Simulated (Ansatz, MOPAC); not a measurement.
Breaking a bond: AlH, singlet.

Computed with: RCCSD = CCSD on RHF/cc-pVDZ, frozen core (Ansatz, a quantum-chemistry and plane-wave program); RKS-B3LYP = restricted B3LYP/cc-pVDZ in Ansatz; PM7, restricted, heats of formation (MOPAC).

Energies are in kJ/mol, each relative to the lowest point of its own curve near equilibrium.

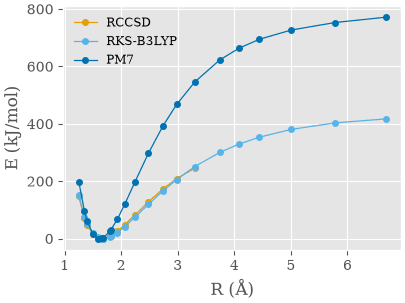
Fig. 1. Energy against bond length for each method.

| R / Å | RCCSD | RKS-B3LYP | PM7 |
|---|---|---|---|
| 1.25 | 147.3 | 150.4 | 198.2 |
| 1.35 | 71.9 | 75.5 | 95.1 |
| 1.40 | 47.0 | 50.4 | 59.7 |
| 1.50 | 15.5 | 18.0 | 15.4 |
| 1.59 | 2.7 | 3.9 | 0.0 |
| 1.66 | 0.0 | 0.2 | 0.5 |
| 1.68 | 0.2 | 0.0 | 2.3 |
| 1.80 | 7.8 | 5.6 | 25.4 |
| 1.82 | 10.0 | 7.4 | 30.9 |
| 1.93 | 25.0 | 20.7 | 67.3 |
| 2.06 | 47.3 | 41.2 | 118.8 |
| 2.24 | 81.8 | 73.9 | 196.3 |
| 2.48 | 128.0 | 119.4 | 297.1 |
| 2.74 | 173.4 | 166.4 | 393.4 |
| 2.98 | 208.9 | 205.7 | 467.5 |
| 3.30 | 245.7 | 250.9 | 545.7 |
| 3.74 | — | 300.0 | 622.2 |
| 4.08 | — | 329.2 | 663.2 |
| 4.44 | — | 353.3 | 694.4 |
| 5.00 | — | 380.3 | 726.5 |
| 5.78 | — | 403.2 | 752.9 |
| 6.68 | — | 417.1 | 771.5 |

At the longest distance, 6.68 Å, PM7 lies highest above its minimum (771.5 kJ/mol) and RKS-B3LYP lowest (417.1 kJ/mol).

A dash means that the run gave no value there, or that the column was ended at a point which the program doubted or which failed a test of continuity chosen for this set; such a test can also cut sound points.

The T1 diagnostic of CCSD on the restricted reference of RCCSD exceeds 0.045 at 2.74 to 6.68 Å. The restricted form behind RKS-B3LYP, PM7 keeps the bonding electrons paired and can't separate into open-shell fragments.
